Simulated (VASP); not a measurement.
Band structure of V (bcc). Calculation: r2SCAN+rVV10, VASP's PBE PAW potentials (set 64) (plane waves; VASP).

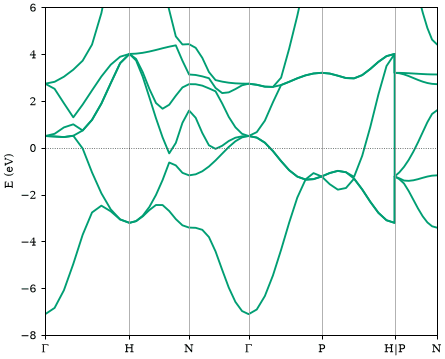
Figure: Bands along high-symmetry lines, zero at the valence-band maximum or, without a gap, the Fermi level

Question: Read the plot: is there a gap, and where are the band edges?

Answer: It has no gap at this level: it comes out as a metal or semimetal.

The compound is V in the bcc structure. It was relaxed first, which changed the volume by -5 %. The run is not spin-polarised, so no magnetic state was tried.
